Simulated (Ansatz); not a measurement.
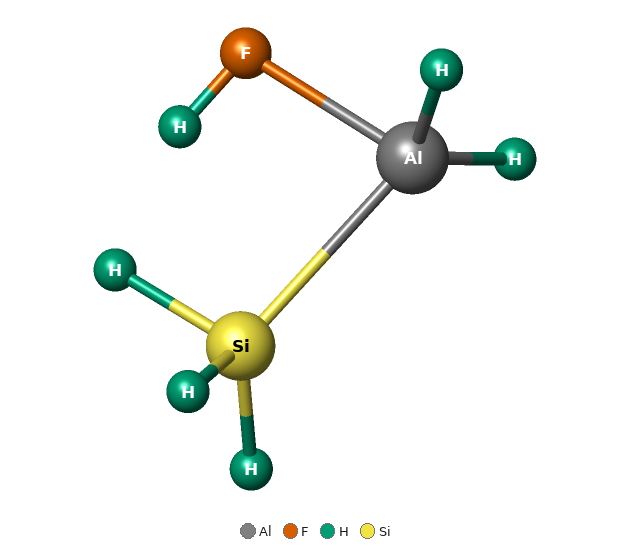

Harmonic vibrations computed with RKS PBE0-D4/def2-TZVP (Ansatz 0.2.0) at a stationary point of the same level.

> Minimum or transition state?

A minimum: no imaginary frequency, and the lowest mode lies at 138 cm⁻¹.

> List the wavenumbers.

21 modes: 138, 203, 267, 300, 381, 417, 475, 520, 615, 678, 745, 827, 920, 936, 995, 1922, 1933, 1936, 2212, 2223, 3340 cm⁻¹.
